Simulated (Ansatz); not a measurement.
SiO2 (P3_121): refractive index against wavelength

The refractive index of SiO2 (P3_121) along x below the direct gap (6.31 eV on the mesh) is read from one computed spectrum, n = √(Re ε). x, y and z are the Cartesian axes of the input cell.

Symmetry: P3_121, No. 152, trigonal system. Conventional cell: a = 4.916 Å, b = 4.916 Å, c = 5.409 Å, α = 90.00°, β = 90.00°, γ = 120.00°. Si on site a has 4 O at 1.61 Å as nearest neighbours. Around O on site c lie 2 Si at 1.61 Å.

Method: Ansatz 0.2.0, PBE, independent particles, k-mesh 6×6×4 with interpolation inside its cells, Gaussian parameter 0.1 eV.

Launch of the response step: `ansatz run input.yaml --threads 4 --pin off --max-ram 8192MiB --backend cpu --events-out ev --progress --plain --runs-dir out`. The run took 27 s, on 4 threads of Intel(R) Xeon(R) Platinum 8375C CPU @ 2.90GHz (Ice Lake) (shared host).

```tsv
wavelength (nm)	photon energy E (eV)	n
700	1.771	1.6096
633	1.959	1.6117
532	2.331	1.6168
450	2.755	1.6239
405	3.061	1.6299
365	3.397	1.6374
308	4.025	?
```

In the single-oscillator model n² − 1 = E₀E_d/(E₀² − E²), so 1/(n² − 1) = E₀/E_d − E²/(E₀E_d) is linear in E².

Working, on the rows shown:

| x = E² (eV²) | y = 1/(n² − 1) |
| --- | --- |
| 3.13716 | 0.62861 |
| 3.83641 | 0.625948 |
| 5.43137 | 0.619562 |
| 7.59115 | 0.610854 |
| 9.37179 | 0.603655 |
| 11.5384 | 0.594856 |

Means: x̄ = 6.8177, ȳ = 0.61391. Σ(x − x̄)(y − ȳ) = -0.2163, Σ(x − x̄)² = 53.76. Slope = -0.2163 / 53.76 = -0.004024; intercept = ȳ − slope · x̄ = 0.64135. Turned back into n, the line misses the rows shown by at most 9.0e-05.

Fill in the last column of the withheld row.

At x = 16.204 the line gives y = 0.57614, that is 1.6540. The run gave 1.6547, so the extrapolation is off by 0.00071, 1.6 % of the range in the table.

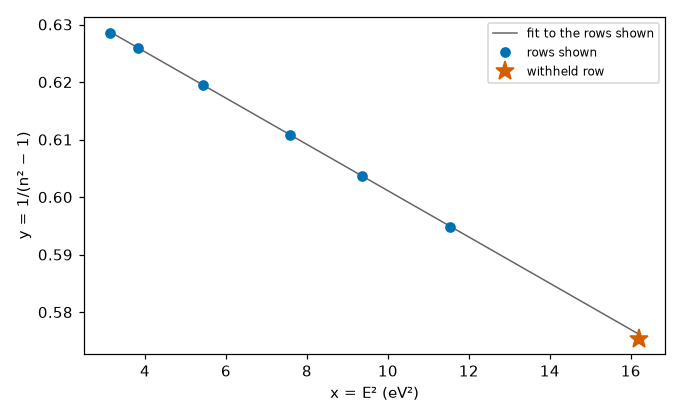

Refitted with all rows, the slope is -0.004072 and the intercept 0.64163. These give E₀ = √(intercept/−slope) = 12.55 eV and E_d = E₀/intercept = 19.6 eV; E₀ is 2.0 times the direct gap. The electronic limit at long wavelengths, without lattice vibrations, is n = √(1 + 1/intercept) = 1.600. Excitons are left out and so are local fields; PBE gaps are as a rule too small.

[Logs are printed without paths, hosts, clocks, repeated set-up lines and the standing remarks that a program may print on its own settings, such as how far it seeks lower states.]
